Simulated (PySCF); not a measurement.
SMILES O=C(c1ccco1)c1occc1 at its GFN2-xTB optimised geometry (Å):

```
18

O      0.9331    -2.4161     0.0000
C      0.4948    -1.2764     0.0000
C      1.3923    -0.1228     0.0000
C      2.7712    -0.1228     0.0000
C      3.1646     1.2270     0.0000
C      2.0051     1.9509     0.0000
O      0.9394     1.1514     0.0000
C     -0.9444    -1.0215     0.0000
C     -1.9679    -1.9454     0.0000
C     -3.1644    -1.2070     0.0000
C     -2.7887     0.1074     0.0001
O     -1.4619     0.2279     0.0001
H      3.3947    -0.9928     0.0000
H      4.1637     1.6114     0.0000
H      1.8267     3.0089     0.0000
H     -1.8479    -3.0089     0.0000
H     -4.1637    -1.5909     0.0000
H     -3.3652     1.0122     0.0001
```

Level of theory: PySCF with B3LYP/def2-SVP. Cells within 0.4 Å of a nucleus heavier than hydrogen are left out (blank, or x).

Map of the electrostatic potential (hartree/e), clipped to [-0.08, 0.12] on the plane z = 0.0 Å:

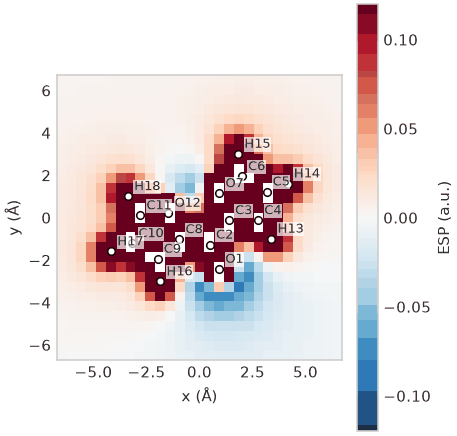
Figure. Electrostatic potential (hartree/e), clipped to [-0.08, 0.12] on the plane z = 0.0 Å.
